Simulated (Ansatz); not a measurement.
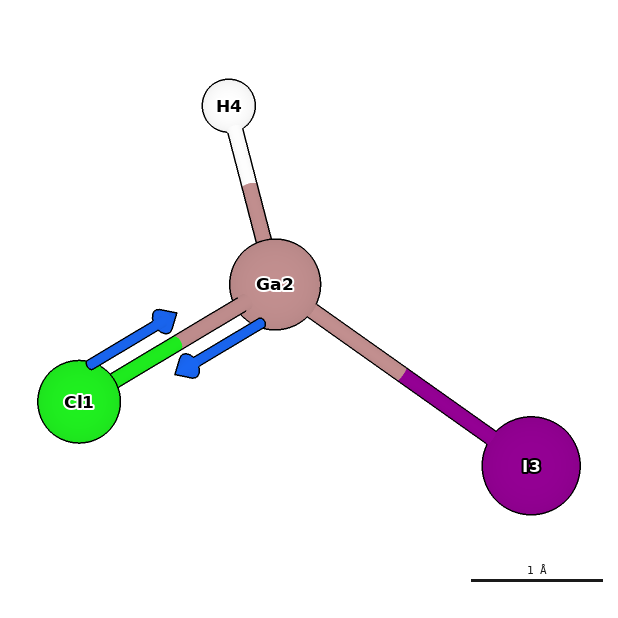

Arrows show the forces on the atoms, 0.5 Å of arrow for 1 eV/Å; forces under a tenth of the largest aren't drawn. Level of theory: PBE0-D4/def2-TZVP (Ansatz 0.2.0).

Question: Along which bond is the force strongest?

Answer: Cl1–Ga2, now 2.345 Å: the forces pull its atoms together, so a first step downhill shortens it.

List the force components in the frame of the picture (x right, y up, z towards the viewer), in eV/Å.

```tsv
atom	Fx	Fy	Fz
Cl1	1.35	0.81	−1.39
Ga2	−1.35	−0.81	1.39
I3	0.00	0.00	0.00
H4	0.00	0.00	0.00
```
